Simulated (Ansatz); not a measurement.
Pulling on the Ga1–H2 bond in GaH3O (SMILES [OH][GaH2]) (multiplicity 1 held, fragments rigid). Energies count from the point at 1.556 Å.
Geometry at that point (charge 0, multiplicity 1):
```xyz
5

Ga    -0.2252    -0.2844     0.0258
H      0.0603    -1.2972     1.1723
H     -1.3595    -0.3087    -1.0529
O      0.9382     1.0873    -0.0240
H      0.7756     1.7230    -0.7275
```

U- levels take the lowest unrestricted solution at each point, which mixes spins at long bonds. Active spaces are followed from a long bond inwards. Levels need not reach the same state.

Cores are frozen in the correlated methods. Filled d and f shells under p-block atoms count as core.

Run with Ansatz (Gaussian basis) for Hartree–Fock, density functionals and correlated methods. 

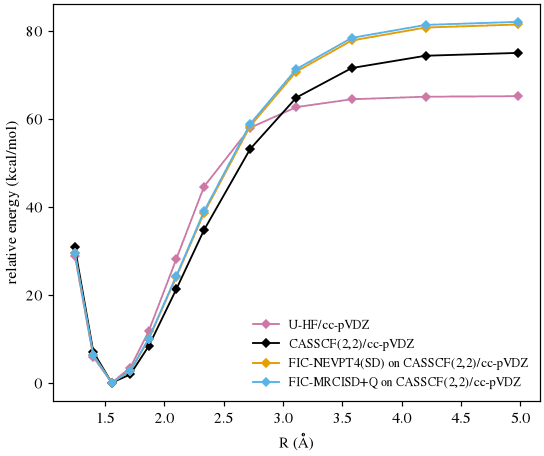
Figure: Relative energy along the coordinate

Q: Read off the U-HF/cc-pVDZ curve at R = 2.334.

A: about 45 kcal/mol

Doubts at one or more of the structures used: a spin-contaminated determinant (U-HF/cc-pVDZ).

Ansatz is a quantum-chemistry and plane-wave program.
